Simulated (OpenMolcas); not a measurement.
**Multiconfigurational calculation: Pm³⁺ (part 2 of 2)**

Continued. System: Pm³⁺. Method: state-averaged CASSCF, active space 4 electrons in the shell 4f, basis ANO-RCC-MB, DKH2 scalar Hamiltonian, spin-orbit coupling by RASSI with atomic mean-field integrals (OpenMolcas).

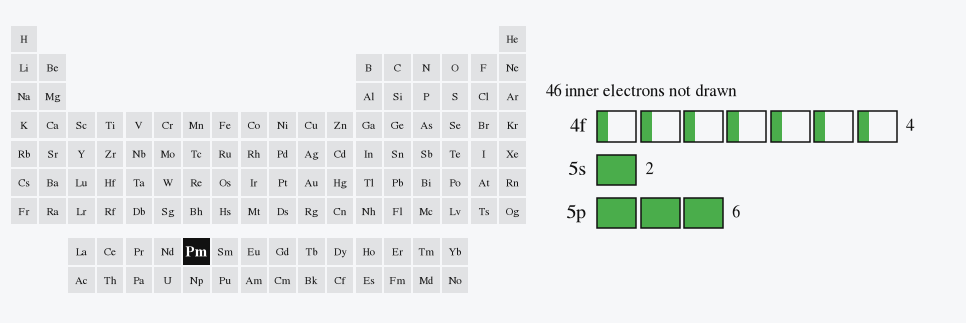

Left, the place of promethium in the periodic table; right, the outer shells of the leading configuration of the lowest level: a box for each of the 2l + 1 orbitals, shaded by the share of the shell that is filled, with the electron count at the right.

## Log (extracts), continued
```
--- RASSI ---
SPIN-FREE ENERGIES:
  (Shifted by EMIN (a.u.) =     -10010.8102415736)

 SF State       Relative EMIN(au)   Rel lowest level(eV)    D:o, cm**(-1)      L_eff

     1             0.0000000000        0.0000000000              0.0000         6.0
     2             0.0000000000        0.0000000000              0.0000         6.0
     3             0.0000000000        0.0000000000              0.0000         6.0
     4             0.0000000000        0.0000000000              0.0000         6.0
     5             0.0000000000        0.0000000000              0.0000         6.0
     6             0.0000000000        0.0000000000              0.0000         6.0
     7             0.0000000000        0.0000000000              0.0000         6.0
     8             0.0000000000        0.0000000000              0.0000         6.0
     9             0.0000000000        0.0000000000              0.0000         6.0
    10             0.0000000000        0.0000000000              0.0000         6.0
    11             0.0000000000        0.0000000000              0.0000         6.0
    12             0.0000000000        0.0000000000              0.0000         6.0
    13             0.0000000000        0.0000000000              0.0000         6.0
    14             0.0647941866        1.7631396390          14220.6802         3.0
    15             0.0647941866        1.7631396390          14220.6802         3.0
    16             0.0647941866        1.7631396390          14220.6802         2.9
    17             0.0647941866        1.7631396390          14220.6802         1.5
    18             0.0647941866        1.7631396390          14220.6802         2.7
    19             0.0647941866        1.7631396390          14220.6802         3.0
    20             0.0647941866        1.7631396390          14220.6802         3.0
    21             0.0647941866        1.7631396390          14220.6802         3.0
    36             0.0769049096        2.0926892003          16878.6767         7.0
    37             0.0769049096        2.0926892003          16878.6767         7.0
    38             0.0769049096        2.0926892003          16878.6767         7.0
    39             0.0769049096        2.0926892003          16878.6767         7.0
    40             0.0769049096        2.0926892003          16878.6767         7.0
    41             0.0769049096        2.0926892003          16878.6767         7.0
    42             0.0769049096        2.0926892003          16878.6767         7.0
    43             0.0769049096        2.0926892003          16878.6767         7.0
    44             0.0769049096        2.0926892003          16878.6767         7.0
    45             0.0769049096        2.0926892003          16878.6767         7.0
    46             0.0769049096        2.0926892003          16878.6767         7.0
    47             0.0769049096        2.0926892003          16878.6767         7.0
    48             0.0769049096        2.0926892003          16878.6767         7.0
    49             0.0769049096        2.0926892003          16878.6767         7.0
    50             0.0769049096        2.0926892003          16878.6767         7.0
    51             0.0983779567        2.6770005791          21591.4658         5.0
    52             0.0983779567        2.6770005791          21591.4658         5.0
    53             0.0983779567        2.6770005791          21591.4658         5.0
    54             0.0983779567        2.6770005791          21591.4658         5.0
Eigenvalues of complex Hamiltonian:
   -----------------------------------
  (Shifted by EMIN (a.u.) =     -10010.8102415736)

 SO State       Relative EMIN(au)   Rel lowest level(eV)    D:o, cm**(-1)     J-value

     1            -0.0181642164        0.0000000000              0.0000         3.7
     2            -0.0181642164        0.0000000000              0.0000         3.5
     3            -0.0181642164        0.0000000000              0.0000         3.7
     4            -0.0181642164        0.0000000000              0.0000         3.8
     5            -0.0181642164        0.0000000000              0.0000         3.1
     6            -0.0181642164        0.0000000000              0.0000         2.3
     7            -0.0181642164        0.0000000000              0.0000         2.4
     8            -0.0181642164        0.0000000000              0.0000         2.7
     9            -0.0181642164        0.0000000000              0.0000         3.0
    10            -0.0115889223        0.1789228680           1443.1103         4.1
    11            -0.0115889223        0.1789228680           1443.1103         4.3
    12            -0.0115889223        0.1789228680           1443.1103         4.4
    13            -0.0115889223        0.1789228680           1443.1103         4.7
    14            -0.0115889223        0.1789228680           1443.1103         4.4
    15            -0.0115889223        0.1789228680           1443.1103         3.1
    16            -0.0115889223        0.1789228680           1443.1103         3.6
    17            -0.0115889223        0.1789228680           1443.1103         3.7
    18            -0.0115889223        0.1789228680           1443.1103         4.1
    19            -0.0115889223        0.1789228680           1443.1103         4.0
    20            -0.0115889223        0.1789228680           1443.1103         3.4
    21            -0.0042824189        0.3777429529           3046.7024         4.9
    22            -0.0042824189        0.3777429529           3046.7024         5.0
    23            -0.0042824189        0.3777429529           3046.7024         5.3
    24            -0.0042824189        0.3777429529           3046.7024         5.2
    25            -0.0042824189        0.3777429529           3046.7024         3.9
    26            -0.0042824189        0.3777429529           3046.7024         5.0
    27            -0.0042824189        0.3777429529           3046.7024         4.6
    28            -0.0042824189        0.3777429529           3046.7024         5.1
    29            -0.0042824189        0.3777429529           3046.7024         4.8
    30            -0.0042824189        0.3777429529           3046.7024         4.7
    31            -0.0042824189        0.3777429529           3046.7024         4.9
    32            -0.0042824189        0.3777429529           3046.7024         4.8
    33            -0.0042824189        0.3777429529           3046.7024         4.2
    34             0.0035419080        0.5906537360           4763.9437         6.5
    35             0.0035419080        0.5906537360           4763.9437         5.6
    36             0.0035419080        0.5906537360           4763.9437         4.1
    37             0.0035419080        0.5906537360           4763.9437         5.5
    38             0.0035419080        0.5906537360           4763.9437         6.1
    39             0.0035419080        0.5906537360           4763.9437         5.3
    40             0.0035419080        0.5906537360           4763.9437         5.1
    41             0.0035419080        0.5906537360           4763.9437         6.4
Weights of the five most important spin-orbit-free states for each spin-orbit state.

 SO State  Total energy (au)           Spin-free states, spin, and weights
 -------------------------------------------------------------------------------------------------------
    1        -0.018164      13 2.0  0.1852   11 2.0  0.1525    8 2.0  0.1155    7 2.0  0.0884   12 2.0  0.0702
    2        -0.018164       8 2.0  0.1763    7 2.0  0.1328    1 2.0  0.1276    5 2.0  0.1176   12 2.0  0.0698
    3        -0.018164       9 2.0  0.2803   10 2.0  0.2575   13 2.0  0.0930   12 2.0  0.0768   11 2.0  0.0594
    4        -0.018164       9 2.0  0.1726   10 2.0  0.1620   12 2.0  0.0886    7 2.0  0.0842    8 2.0  0.0797
    5        -0.018164       4 2.0  0.1722    6 2.0  0.1539    5 2.0  0.1129   12 2.0  0.0749    2 2.0  0.0740
    6        -0.018164      12 2.0  0.1225    2 2.0  0.1212    3 2.0  0.0985   11 2.0  0.0979    5 2.0  0.0971
    7        -0.018164       3 2.0  0.1313    2 2.0  0.1171    1 2.0  0.1113   11 2.0  0.1093    4 2.0  0.0869
    8        -0.018164       3 2.0  0.1922    2 2.0  0.1014    7 2.0  0.0997    4 2.0  0.0860   13 2.0  0.0823
    9        -0.018164       4 2.0  0.2006    6 2.0  0.1547    5 2.0  0.1374    1 2.0  0.0979    8 2.0  0.0799
   10        -0.011589      13 2.0  0.1549    2 2.0  0.1244   12 2.0  0.1170    6 2.0  0.1032   10 2.0  0.0844
   11        -0.011589       1 2.0  0.1331   11 2.0  0.1056    8 2.0  0.0896    3 2.0  0.0886    5 2.0  0.0793
   12        -0.011589      10 2.0  0.2024    9 2.0  0.1897   13 2.0  0.1353   12 2.0  0.0903   11 2.0  0.0842
```

## Spin-orbit levels, grouped by J and assigned (the lowest 15)

```
Configuration  Level  E (cm⁻¹)  LS purity (%)  Landé g
          4f⁴    ⁵I₄         0             98    0.603
          4f⁴    ⁵I₅     1,443             99    0.901
          4f⁴    ⁵I₆     3,047             99    1.071
          4f⁴    ⁵I₇     4,764             99    1.177
          4f⁴    ⁵I₈     6,558             97    1.247
          4f⁴    ⁵F₁    15,620             96    0.019
          4f⁴    ⁵F₂    16,100             95    1.006
          4f⁴    ⁵F₃    16,930             96    1.245
          4f⁴    ⁵S₂    17,650             95    1.975
          4f⁴    ⁵F₄    17,900             93    1.332
          4f⁴    ³K₆    18,730             99    0.859
          4f⁴    ⁵F₅    19,180             94    1.387
          4f⁴    ³K₇    20,130             88    1.007
          4f⁴    ³H₄    21,630             63    0.903
          4f⁴    ³K₈    21,770             81    1.108
```

## Key numbers

| quantity | value |
| --- | --- |
| outcome | converged |
| lowest level | 4f⁴ ⁵I₄ |
| first excited level | 4f⁴ ⁵I₅, 1,443 cm⁻¹ |
| energy of the lowest spin-free term | −10010.81024 hartree |
| energy of the lowest spin-orbit level | −10010.82841 hartree |
| largest spread among components of a term | 0.0 cm⁻¹ |
| hardware | 1 CPU thread, shared host |
| wall time | 1.9 min |

## Notes

Without dynamic correlation the splittings between terms come out too large, often by 20 to 50 %. Limits: small basis contracted for the neutral atom, rough for a high charge; only configurations of the active space are included; spin-free states above about 54,000 cm⁻¹ are left out of the spin-orbit step; levels of higher terms that fall inside the range are not drawn.
